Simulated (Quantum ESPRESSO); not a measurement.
Density of states of FeNi3 (Pm-3m, 4 atoms in the cell).

```xyz
4
Lattice="3.4300 0.0000 0.0000 0.0000 3.4300 0.0000 0.0000 0.0000 3.4300" Properties=species:S:1:pos:R:3 pbc="T T T"
Fe     0.0000     0.0000     0.0000
Ni     0.0000     1.7150     1.7150
Ni     1.7150     0.0000     1.7150
Ni     1.7150     1.7150     0.0000
```
Moments meant for the start (each program seeds them in its own way; μB, in the order of the atoms Fe Ni Ni Ni): 4.0 2.0 2.0 2.0.

Level of theory: PBE, PSlibrary PAW (PBE) pseudopotentials (plane waves; Quantum ESPRESSO).

SCF settings: ecutwfc = 55 Ry; ecutrho = 330 Ry; occupations = smearing; smearing = cold; degauss = 0.0073499 Ry; nspin = 2; potentials = {Fe: Fe.pbe-n-kjpaw_psl.1.0.0.UPF, Ni: Ni.pbe-n-kjpaw_psl.1.0.0.UPF}; K_POINTS = automatic 11 11 11 1 1 1; conv_thr = 1e-10 Ry; mixing_beta = 0.4. Keys of the DOS step: nscf.calculation = nscf; nscf.verbosity = high; nscf.occupations = tetrahedra; nscf.nbnd = 27; nscf.startingwfc = random; nscf.diago_thr_init = 1e-06; nscf.diagonalization = cg; nscf.K_POINTS = automatic 22 22 22 0 0 0; dos.x.fildos = dos.dat; dos.x.Emin = -15 eV; dos.x.Emax = 30 eV; dos.x.DeltaE = 0.1 eV.

The starting cell comes from a database of computed structures (which also holds hypothetical and non-ambient phases and stackings), without a prior relaxation at this level. Its lattice was rescaled by a random factor within 2.5 % of one.

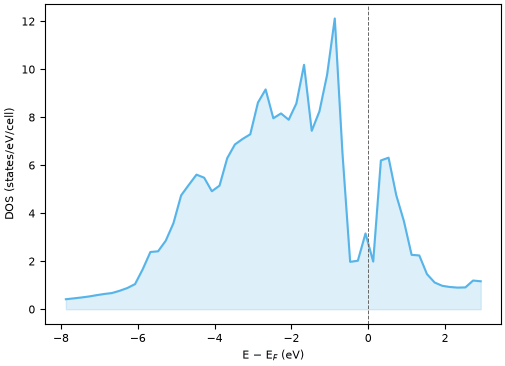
Figure. Total density of states, both spins summed.

Total DOS (both spins), as means of the tabulated values in each energy bin; the zero is the program's Fermi level or highest filled level, and the curve is cut to this window:

```
E (eV) | states/eV/cell
    -7.75 | # 0.43
    -7.25 | ## 0.54
    -6.75 | ## 0.66
    -6.25 | ### 0.90
    -5.75 | ###### 2.03
    -5.25 | ######### 2.95
    -4.75 | ################ 4.96
    -4.25 | ################# 5.34
    -3.75 | ################## 5.72
    -3.25 | ####################### 7.09
    -2.75 | ############################ 8.89
    -2.25 | ########################## 8.01
    -1.75 | ############################## 9.38
    -1.25 | ########################### 8.48
    -0.75 | ############################## 9.31
    -0.25 | ######## 2.39
     0.25 | ############# 4.09
     0.75 | ################ 4.91
     1.25 | ####### 2.25
     1.75 | #### 1.18
     2.25 | ### 0.91
     2.75 | ### 1.09
```

Around zero the curve holds about 2.6 states/eV/cell.
